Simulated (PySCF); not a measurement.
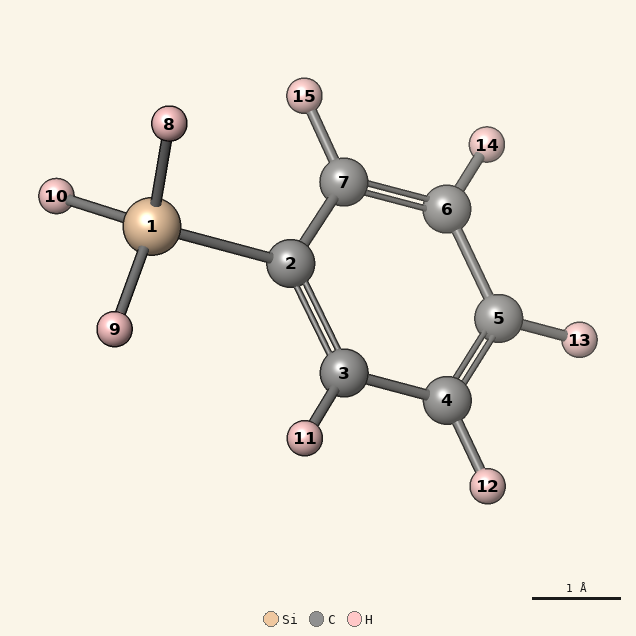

Orthographic view. Atoms fade into the background with distance from the viewer. The computed structure is the end point of a PBE0-D3(BJ)/def2-SVP optimisation. No frequency run is at hand to confirm it as a minimum.

Write a MOL file (V2000) with the atoms in numerical order, bonds sorted by atom number with the orders drawn, and coordinates in the frame of the picture: x right, y up, z towards the viewer, origin at the mean position.

```
C6H8Si
                    3D

 15 15  0  0  0  0  0  0  0  0999 V2000
   -2.1000    0.5600    1.2000 Si  0  0  0  0  0  4  0  0  0  0  0  0
   -0.5100    0.1300    0.2900 C   0  0  0  0  0  0  0  0  0  0  0  0
    0.1000   -1.1200    0.4500 C   0  0  0  0  0  0  0  0  0  0  0  0
    1.2800   -1.4300   -0.2300 C   0  0  0  0  0  0  0  0  0  0  0  0
    1.8700   -0.5000   -1.0700 C   0  0  0  0  0  0  0  0  0  0  0  0
    1.2800    0.7500   -1.2400 C   0  0  0  0  0  0  0  0  0  0  0  0
    0.1000    1.0600   -0.5700 C   0  0  0  0  0  0  0  0  0  0  0  0
   -1.9000    1.7300    2.1100 H   0  0  0  0  0  0  0  0  0  0  0  0
   -2.5200   -0.6200    2.0200 H   0  0  0  0  0  0  0  0  0  0  0  0
   -3.1900    0.9000    0.2400 H   0  0  0  0  0  0  0  0  0  0  0  0
   -0.3500   -1.8700    1.1100 H   0  0  0  0  0  0  0  0  0  0  0  0
    1.7400   -2.4100   -0.0900 H   0  0  0  0  0  0  0  0  0  0  0  0
    2.7900   -0.7400   -1.6000 H   0  0  0  0  0  0  0  0  0  0  0  0
    1.7400    1.4900   -1.9100 H   0  0  0  0  0  0  0  0  0  0  0  0
   -0.3500    2.0500   -0.7100 H   0  0  0  0  0  0  0  0  0  0  0  0
  1  2  1  0
  1  8  1  0
  1  9  1  0
  1 10  1  0
  2  3  2  0
  2  7  1  0
  3  4  1  0
  3 11  1  0
  4  5  2  0
  4 12  1  0
  5  6  1  0
  5 13  1  0
  6  7  2  0
  6 14  1  0
  7 15  1  0
M  END
```
